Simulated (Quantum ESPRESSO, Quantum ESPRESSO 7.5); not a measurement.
# HfN(001), 4 layers against a metal electrode: a series in the charge of the slab

Wanted: a table for HfN(001), 4 layers against a metal electrode against the charge of the slab, and what can be fitted to it.

Calculated with Quantum ESPRESSO 7.5; plane-wave DFT, PBE, GBRV ultrasoft pseudopotentials.

## 1. Set-up

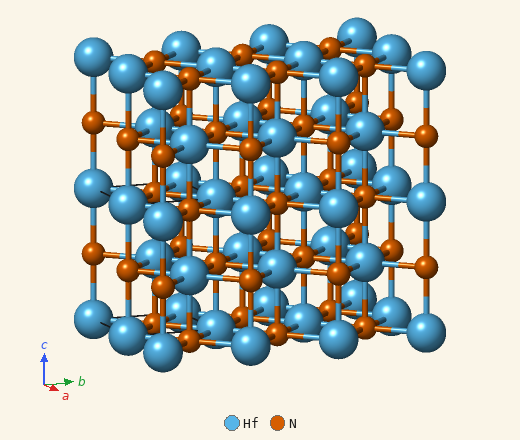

The starting structure, seen from the side, with the c axis up (hafnium blue, nitrogen orange). 2×3×2 cells are drawn. Some periodic images of atoms are drawn too.

Set-up: The slab is relaxed neutral, then held. ESM with bc3: vacuum below and a metal electrode about 6 Å above the top atoms. Cold smearing of 0.02 Ry. Charges are set per cell from the starting area. The slabs take the lattice constants of the bulk relaxed by the same program.

Members 2, 3, 4.5, 6, 7 and 8 took the same steps and show in the table alone.

## 2. Variable-cell relaxation of the reference

The bulk crystal is relaxed in cell and atoms; the members are built on its lattice constants.

ref.vc.in

```
&control
  prefix = 'ref.vc'
  outdir = './out'
  pseudo_dir = './pseudo'
  nstep = 40
  forc_conv_thr = 0.0003
  calculation = 'vc-relax'
/
&system
  ibrav = 0
  nat = 4
  ntyp = 2
  ecutwfc = 50
  ecutrho = 250
  occupations = 'smearing'
  smearing = 'mv'
  degauss = 0.02
/
&electrons
  conv_thr = 1e-09
  mixing_beta = 0.4
  electron_maxstep = 120
/
&ions
/
&cell
  press_conv_thr = 0.3
/
ATOMIC_SPECIES
  Hf  178.4900  hf_pbe_v1.uspp.F.UPF
  N   14.0070  n_pbe_v1.2.uspp.F.UPF
CELL_PARAMETERS angstrom
  3.21026478658693 0.00000000000000 0.00000000000000
  0.00000000000000 3.21026478658693 0.00000000000000
  0.00000000000000 0.00000000000000 4.54000000000000
ATOMIC_POSITIONS crystal
  Hf  0.000000000000 0.000000000000 0.000000000000
  N   0.500000000000 0.500000000000 0.000000000000
  Hf  0.500000000000 0.500000000000 0.500000000000
  N   0.000000000000 0.000000000000 0.500000000000
K_POINTS automatic
  13 13 9 0 0 0
```

Command:

```bash
OMP_NUM_THREADS=1 mpirun -n 4 pw.x -nk 4 -in ref.vc.in > ref.vc.out
```

Log:

```text
Program PWSCF v.7.5 starts
[citation notice left out]

     Parallel version (MPI & OpenMP), running on       4 processor cores
     Number of MPI processes:                 4
     Threads/MPI process:                     1

     MPI processes distributed on     1 nodes
[...]
Current dimensions of program PWSCF are:
     Max number of different atomic species (ntypx) = 10
     Max number of k-points (npk) =  40000
     Max angular momentum in pseudopotentials (lmaxx) =  4
     Found identity + ( -0.5000 -0.5000 -0.5000) symmetry
     This is a supercell, fractional translations are disabled
     Message from routine setup:
     using ibrav=0 with symmetry is DISCOURAGED, use correct ibrav instead

     K-points division:     npool     =       4
     Subspace diagonalization in iterative solution of the eigenvalue problem:
     a serial algorithm will be used

     G-vector sticks info
     --------------------
     sticks:   dense  smooth     PW     G-vecs:    dense   smooth      PW
     Sum         741     593    177                21063    15119    2541

     Using Slab Decomposition

     bravais-lattice index     =            0
     lattice parameter (alat)  =       6.0665  a.u.
     unit-cell volume          =     315.7433 (a.u.)^3
     number of atoms/cell      =            4
     number of atomic types    =            2
     number of electrons       =        34.00
     number of Kohn-Sham states=           21
     kinetic-energy cutoff     =      50.0000  Ry
     charge density cutoff     =     250.0000  Ry
     scf convergence threshold =      1.0E-09
     mixing beta               =       0.4000
     number of iterations used =            8  plain     mixing
     energy convergence thresh.=      1.0E-04
     force convergence thresh. =      3.0E-04
     press convergence thresh. =      3.0E-01
     Exchange-correlation= SLA  PW   PBE  PBE
                           (   1   4   3   4   0   0   0)
     nstep                     =           40

     celldm(1)=   6.066521  celldm(2)=   0.000000  celldm(3)=   0.000000
     celldm(4)=   0.000000  celldm(5)=   0.000000  celldm(6)=   0.000000

     crystal axes: (cart. coord. in units of alat)
               a(1) = (   1.000000   0.000000   0.000000 )
               a(2) = (   0.000000   1.000000   0.000000 )
               a(3) = (   0.000000   0.000000   1.414214 )

     reciprocal axes: (cart. coord. in units 2 pi/alat)
               b(1) = (  1.000000  0.000000  0.000000 )
               b(2) = (  0.000000  1.000000  0.000000 )
               b(3) = (  0.000000  0.000000  0.707107 )

     PseudoPot. # 1 for Hf read from file:
     ./pseudo/hf_pbe_v1.uspp.F.UPF
     Pseudo is Ultrasoft + core correction, Zval = 12.0
     Generated by new atomic code, or converted to UPF format
     Using radial grid of  921 points,  8 beta functions with:
                l(1) =   0
                l(2) =   0
                l(3) =   0
                l(4) =   1
                l(5) =   1
                l(6) =   2
                l(7) =   2
                l(8) =   3
     Q(r) pseudized with  6 coefficients,  rinner =    1.200   1.200   1.200
                                                       1.200   1.200   1.200
                                                       1.200

     PseudoPot. # 2 for N  read from file:
     ./pseudo/n_pbe_v1.2.uspp.F.UPF
     Pseudo is Ultrasoft + core correction, Zval =  5.0
     Generated by new atomic code, or converted to UPF format
     Using radial grid of  729 points,  4 beta functions with:
                l(1) =   0
                l(2) =   0
                l(3) =   1
                l(4) =   1
     Q(r) pseudized with  8 coefficients,  rinner =    0.900   0.900   0.900

     atomic species   valence    mass     pseudopotential
     Hf               12.00   178.49000     Hf( 1.00)
     N                 5.00    14.00700     N ( 1.00)

     16 Sym. Ops., with inversion, found

   Cartesian axes

     site n.     atom                  positions (alat units)
         1        Hf     tau(   1) = (   0.0000000   0.0000000   0.0000000  )
         2        N      tau(   2) = (   0.5000000   0.5000000   0.0000000  )
         3        Hf     tau(   3) = (   0.5000000   0.5000000   0.7071068  )
         4        N      tau(   4) = (   0.0000000   0.0000000   0.7071068  )

     number of k points=   140  Marzari-Vanderbilt smearing, width (Ry)=  0.0200

     Number of k-points >= 100: set verbosity='high' to print them.

     Dense  grid:    21063 G-vectors     FFT dimensions: (  32,  32,  45)

     Smooth grid:    15119 G-vectors     FFT dimensions: (  27,  27,  40)

     Estimated max dynamical RAM per process >      81.07 MB

     Estimated total dynamical RAM >     308.84 MB

     Check: negative core charge=   -0.000001

     Initial potential from superposition of free atoms

     starting charge      30.0000, renormalised to      34.0000

     negative rho (up, down):  2.392E-01 0.000E+00
     Starting wfcs are   34 randomized atomic wfcs

     total cpu time spent up to now is        1.9 secs

     per-process dynamical memory:    55.3 Mb

     Self-consistent Calculation

     iteration #  1     ecut=    50.00 Ry     beta= 0.40
     Davidson diagonalization with overlap
     ethr =  1.00E-02,  avg # of iterations =  2.0

     negative rho (up, down):  2.240E-01 0.000E+00

     total cpu time spent up to now is        3.2 secs

     total energy              =    -358.38820345 Ry
     estimated scf accuracy    <       3.13957081 Ry

     iteration #  2     ecut=    50.00 Ry     beta= 0.40
[...]
negative rho (up, down):  2.206E-01 0.000E+00

[...]
total energy              =    -358.70501370 Ry
     estimated scf accuracy    <       0.49965393 Ry

     iteration #  3     ecut=    50.00 Ry     beta= 0.40
[...]
negative rho (up, down):  2.205E-01 0.000E+00

[...]
total energy              =    -358.70300600 Ry
     estimated scf accuracy    <       0.07541234 Ry

     iteration #  4     ecut=    50.00 Ry     beta= 0.40
[...]
negative rho (up, down):  2.228E-01 0.000E+00

[...]
total energy              =    -358.71665251 Ry
     estimated scf accuracy    <       0.00149856 Ry

     iteration #  5     ecut=    50.00 Ry     beta= 0.40
[...]
negative rho (up, down):  2.231E-01 0.000E+00

[...]
total energy              =    -358.71716458 Ry
     estimated scf accuracy    <       0.00086632 Ry

[...]
Gradient error          =      0.0E+00 Ry/Bohr
     Cell gradient error     =      1.3E-01 kbar

     bfgs converged in   3 scf cycles and   2 bfgs steps
     (criteria: energy <  1.0E-04 Ry, force <  3.0E-04 Ry/Bohr, cell <  3.0E-01 kbar)

     End of BFGS Geometry Optimization

     Final enthalpy           =    -358.7172943049 Ry

     File ./out/ref.vc.bfgs deleted, as requested
Begin final coordinates
     new unit-cell volume =    316.45361 a.u.^3 (    46.89359 Ang^3 )
     density =     13.63294 g/cm^3

CELL_PARAMETERS (angstrom)
   3.211530194   0.000000000   0.000000000
   0.000000000   3.211530194   0.000000000
   0.000000000   0.000000000   4.546628121

ATOMIC_POSITIONS (crystal)
Hf               0.0000000000        0.0000000000        0.0000000000
N                0.5000000000        0.5000000000        0.0000000000
Hf               0.5000000000        0.5000000000        0.5000000000
N                0.0000000000        0.0000000000        0.5000000000
End final coordinates

[...]
Final scf calculation at the relaxed structure.
     The G-vectors are recalculated for the final unit cell
     Results may differ from those at the preceding step.

     G-vector sticks info
     --------------------
     sticks:   dense  smooth     PW     G-vecs:    dense   smooth      PW
     Sum         741     593    177                21111    15159    2541

     Using Slab Decomposition

     bravais-lattice index     =            0
     lattice parameter (alat)  =       6.0665  a.u.
     unit-cell volume          =     316.4536 (a.u.)^3
     number of atoms/cell      =            4
     number of atomic types    =            2
     number of electrons       =        34.00
     number of Kohn-Sham states=           21
     kinetic-energy cutoff     =      50.0000  Ry
     charge density cutoff     =     250.0000  Ry
     scf convergence threshold =      1.0E-11
     mixing beta               =       0.4000
     number of iterations used =            8  plain     mixing
     press convergence thresh. =      3.0E-01
     Exchange-correlation= SLA  PW   PBE  PBE
                           (   1   4   3   4   0   0   0)

     celldm(1)=   6.066521  celldm(2)=   0.000000  celldm(3)=   0.000000
     celldm(4)=   0.000000  celldm(5)=   0.000000  celldm(6)=   0.000000

     crystal axes: (cart. coord. in units of alat)
               a(1) = (   1.000394   0.000000   0.000000 )
               a(2) = (   0.000000   1.000394   0.000000 )
               a(3) = (   0.000000   0.000000   1.416278 )

     reciprocal axes: (cart. coord. in units 2 pi/alat)
               b(1) = (  0.999606  0.000000  0.000000 )
               b(2) = (  0.000000  0.999606  0.000000 )
               b(3) = (  0.000000  0.000000  0.706076 )

     PseudoPot. # 1 for Hf read from file:
     ./pseudo/hf_pbe_v1.uspp.F.UPF
     Pseudo is Ultrasoft + core correction, Zval = 12.0
     Generated by new atomic code, or converted to UPF format
     Using radial grid of  921 points,  8 beta functions with:
                l(1) =   0
                l(2) =   0
                l(3) =   0
                l(4) =   1
                l(5) =   1
                l(6) =   2
                l(7) =   2
                l(8) =   3
     Q(r) pseudized with  6 coefficients,  rinner =    1.200   1.200   1.200
                                                       1.200   1.200   1.200
                                                       1.200

     PseudoPot. # 2 for N  read from file:
     ./pseudo/n_pbe_v1.2.uspp.F.UPF
     Pseudo is Ultrasoft + core correction, Zval =  5.0
     Generated by new atomic code, or converted to UPF format
     Using radial grid of  729 points,  4 beta functions with:
                l(1) =   0
                l(2) =   0
                l(3) =   1
                l(4) =   1
     Q(r) pseudized with  8 coefficients,  rinner =    0.900   0.900   0.900

     atomic species   valence    mass     pseudopotential
     Hf               12.00   178.49000     Hf( 1.00)
     N                 5.00    14.00700     N ( 1.00)

     16 Sym. Ops., with inversion, found

   Cartesian axes

     site n.     atom                  positions (alat units)
         1        Hf     tau(   1) = (   0.0000000   0.0000000   0.0000000  )
         2        N      tau(   2) = (   0.5001971   0.5001971   0.0000000  )
         3        Hf     tau(   3) = (   0.5001971   0.5001971   0.7081391  )
         4        N      tau(   4) = (   0.0000000   0.0000000   0.7081391  )

     number of k points=   140  Marzari-Vanderbilt smearing, width (Ry)=  0.0200

     Number of k-points >= 100: set verbosity='high' to print them.

     Dense  grid:    21111 G-vectors     FFT dimensions: (  32,  32,  45)

     Smooth grid:    15159 G-vectors     FFT dimensions: (  27,  27,  40)

     Estimated max dynamical RAM per process >      81.53 MB

     Estimated total dynamical RAM >     310.67 MB

     Check: negative core charge=   -0.000001

     Initial potential from superposition of free atoms

     starting charge      30.0000, renormalised to      34.0000

     negative rho (up, down):  2.391E-01 0.000E+00
     Starting wfcs are   34 randomized atomic wfcs

     total cpu time spent up to now is       47.8 secs

     per-process dynamical memory:    55.4 Mb

     Self-consistent Calculation

     iteration #  1     ecut=    50.00 Ry     beta= 0.40
     Davidson diagonalization with overlap
     c_bands:  1 eigenvalues not converged
     c_bands:  3 eigenvalues not converged
     c_bands:  1 eigenvalues not converged
     c_bands:  1 eigenvalues not converged
     ethr =  1.00E-06,  avg # of iterations = 14.2

     negative rho (up, down):  2.237E-01 0.000E+00

     total cpu time spent up to now is       51.6 secs

     total energy              =    -358.36015342 Ry
     estimated scf accuracy    <       3.19978866 Ry

[...]
iteration # 17     ecut=    50.00 Ry     beta= 0.40
[...]
negative rho (up, down):  2.231E-01 0.000E+00

[...]
End of self-consistent calculation

     Number of k-points >= 100: set verbosity='high' to print the bands.

     the Fermi energy is    18.5910 ev

!    total energy              =    -358.71729037 Ry
     estimated scf accuracy    <          5.7E-13 Ry
     smearing contrib. (-TS)   =      -0.00030936 Ry
     internal energy E=F+TS    =    -358.71698100 Ry

     The total energy is F=E-TS. E is the sum of the following terms:
     one-electron contribution =     -12.05317469 Ry
     hartree contribution      =      26.92423003 Ry
     xc contribution           =    -162.63251957 Ry
     ewald contribution        =    -210.95551678 Ry

     convergence has been achieved in  17 iterations

     negative rho (up, down):  2.231E-01 0.000E+00

     Forces acting on atoms (cartesian axes, Ry/au):

     atom    1 type  1   force =     0.00000000    0.00000000    0.00000000
     atom    2 type  2   force =     0.00000000    0.00000000    0.00000000
     atom    3 type  1   force =     0.00000000    0.00000000    0.00000000
     atom    4 type  2   force =     0.00000000    0.00000000    0.00000000

     Total force =     0.000000     Total SCF correction =     0.000000

     Computing stress (Cartesian axis) and pressure

     negative rho (up, down):  2.231E-01 0.000E+00
          total   stress  (Ry/bohr**3)                   (kbar)     P=       -0.06
  -0.00000089   0.00000000   0.00000000           -0.13        0.00        0.00
   0.00000000  -0.00000089   0.00000000            0.00       -0.13        0.00
   0.00000000   0.00000000   0.00000050            0.00        0.00        0.07

[...]
=------------------------------------------------------------------------------=
   JOB DONE.
=------------------------------------------------------------------------------=
```

It took 78 s on 4 MPI ranks of Intel Xeon Platinum 8375C at 2.90GHz (Ice Lake), shared host; peak memory 0.51 GiB.

Relaxation path:

| step | energy less that of the first step (eV) | largest force (eV/Å) | volume (Å³) |
| --- | --- | --- | --- |
| 1 | 0.0000 | 0.0000 | 46.79 |
| 2 | -0.0002 | 0.0000 | 46.93 |
| 3 | -0.0003 | 0.0000 | 46.89 |
| 4 | -0.0002 | 0.0000 | 46.89 |

| cell as run | before | after | change |
| --- | --- | --- | --- |
| a (Å) | 3.210 | 3.212 | +0.0 % |
| b (Å) | 3.210 | 3.212 | +0.0 % |
| c (Å) | 4.540 | 4.547 | +0.1 % |
| volume (Å³/atom) | 11.70 | 11.72 | +0.2 % |

 The last row is no step: it is a fresh SCF in the final cell with a new plane-wave basis, +0 meV from the row before.

Read from the output:

- free energy: -4880.5974 eV
- Fermi energy: 18.59 eV

(Continued in part 2 of 4.)

[Logs are printed without paths, hosts, clocks, repeated set-up lines and the standing remarks that a program may print on its own settings, such as how far it seeks lower states.]

[Hosts, paths, dates, database ids (printed as entryN), source tags and the programs' standing remarks are cut or masked in the printed files.]

[Maps of the electrostatic potential energy from Ansatz leave out the sawtooth potential of an applied field or a dipole correction, so their vacuum need not be flat; planar profiles and work functions include it.]
